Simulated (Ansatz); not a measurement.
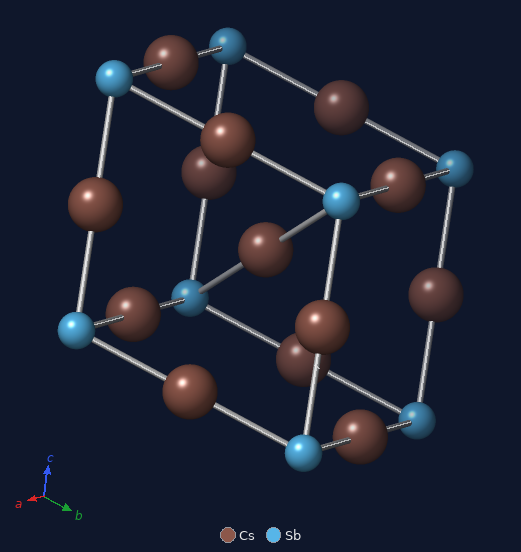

Ball-and-stick drawing of the structure, looking slightly off an axis. One simulation cell is framed, with atoms on its boundary repeated.

```yaml
crystal:
  lattice:
    - [-4.60536, 4.60536, 4.60536]
    - [4.60536, -4.60536, 4.60536]
    - [4.60536, 4.60536, -4.60536]
  atoms:
    - { symbol: Cs, position: [0.50000, 0.50000, 0.50000] }
    - { symbol: Cs, position: [0.00000, 0.00000, 0.50000] }
    - { symbol: Cs, position: [0.00000, 0.50000, 0.00000] }
    - { symbol: Cs, position: [0.50000, 0.00000, 0.00000] }
    - { symbol: Sb, position: [0.00000, 0.00000, 0.00000] }
```

Method: DFT PBE, scalar-relativistic, plane waves, PAW (Ansatz); wavefunction cutoff 420 eV, 6×6×6 k-mesh, Gaussian smearing of 0.1 eV, no spin polarisation.

**State the Bader charges by element.**

Cs +0.47 e; Sb -1.90 e.

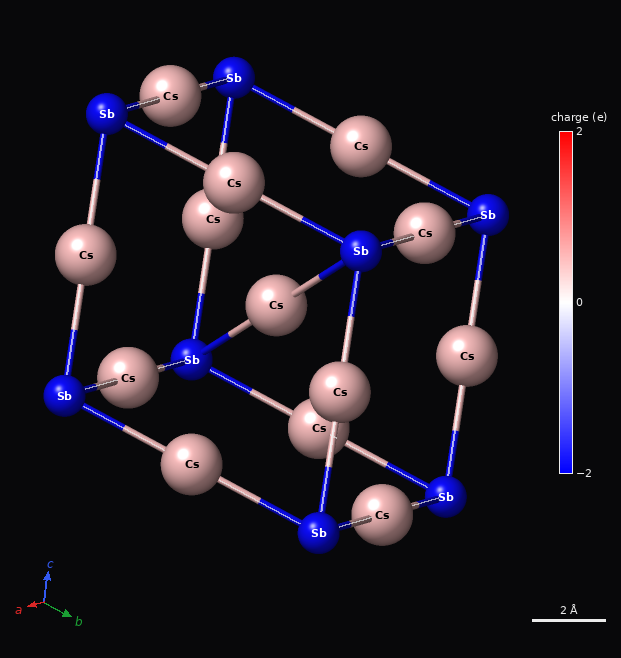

The atoms coloured by those charges.

The structure was taken from a structure type filled with these elements by a generator (whether the compound takes this form wasn't checked). Earlier steps of the study may have refined or changed the cell and positions. It was the input of a calculation with Ansatz.
